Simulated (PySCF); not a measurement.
C$_{2}$H$_{5}$Cl$_{2}$NSi$_{2}$ (SMILES N#C[SiH2][SiH2]C(Cl)Cl)

```xyz
12

N     2.9212    1.9782    0.5592
C     2.3591    0.9866    0.4448
Si    1.4265   -0.6209    0.2396
Si   -0.4669   -0.2006   -1.0363
C    -1.9172    0.1508    0.1881
Cl   -2.1978   -1.2878    1.1954
Cl   -1.4752    1.5319    1.2249
H     2.3865   -1.4947   -0.4459
H     1.2110   -1.0967    1.6083
H    -0.9436   -1.3337   -1.8372
H    -0.4310    0.9879   -1.8944
H    -2.8713    0.3984   -0.2725
```

Geometry: GFN2-xTB.

The calculation used PySCF 2.14.0, CAM-B3LYP/def2-SVPD, SCF density, gas phase.

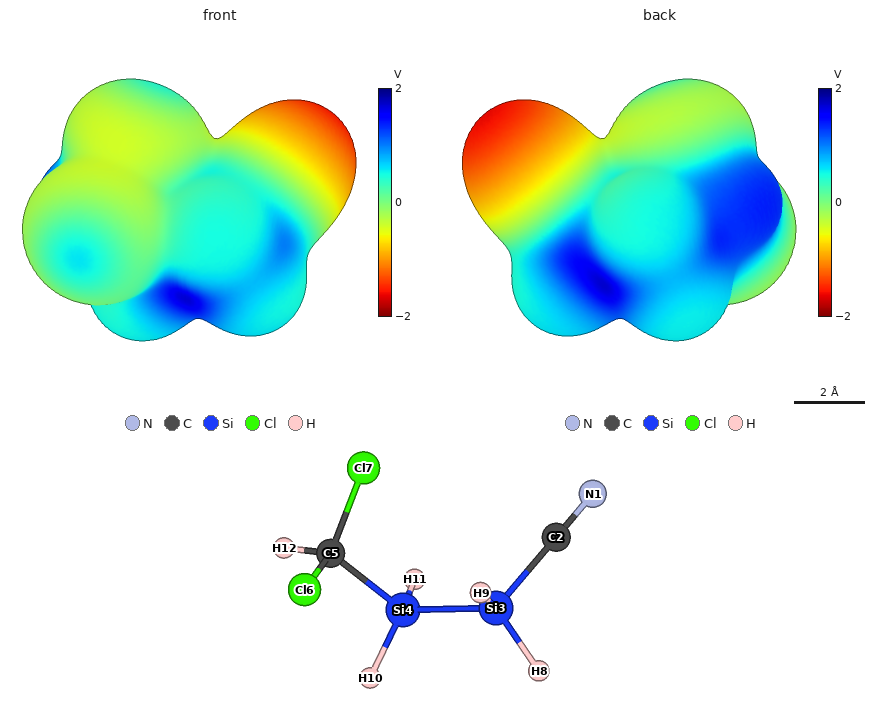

Figure 1. The molecular electrostatic potential painted on the density surface at 0.001 e/bohr³, seen from the front and from behind; red is negative and blue positive. The bare structure is drawn below in the same view.

Where is the surface potential most negative and most positive?

The most negative region (about −1.6 V, or −37 kcal/mol for a unit charge) lies over N1, the most positive (about +1.6 V, or +37 kcal/mol for a unit charge) over Si3 and Si4. Cl6 shows a σ-hole: about +0.6 V, or +14 kcal/mol for a unit charge at the tip opposite its bond, against about 0.0 V on its flanks. Cl7 shows a σ-hole: about +0.4 V, or +9 kcal/mol for a unit charge at the tip opposite its bond, against about −0.1 V on its flanks. N1 is the likeliest acceptor of a hydrogen bond.

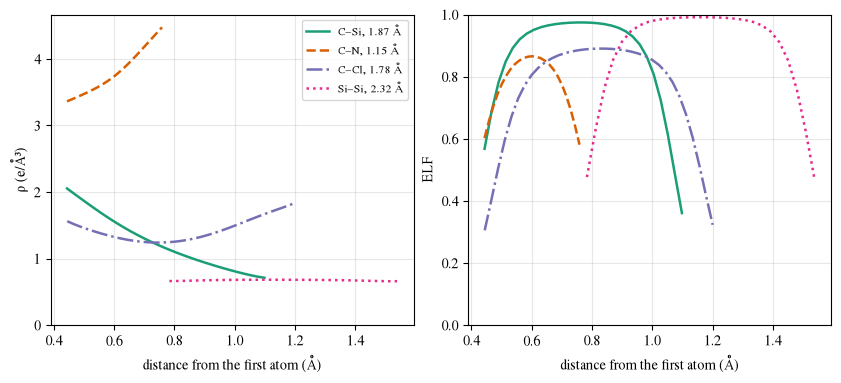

Figure 2. Total electron density and electron localisation function along straight lines between neighbouring atoms. The curves leave out the atomic cores.

Compare the contacts.

C–Si (1.87 Å): the density is about 0.89 e/Å³ at the midpoint; the ELF peaks at about 1 between the atoms, as expected for localised, covalent bonding.
C–N (1.15 Å): ρ at the midpoint is about 3.6 e/Å³; the ELF peaks at about 0.85 between the atoms: a multiple bond.
C–Cl (1.78 Å): ρ is about 1.3 e/Å³ halfway; the ELF peaks at about 0.90 between the atoms; a covalent bond.
Si–Si (2.32 Å): ρ at the midpoint is about 0.68 e/Å³; the ELF peaks at about 1 between the atoms; localised, covalent bonding.
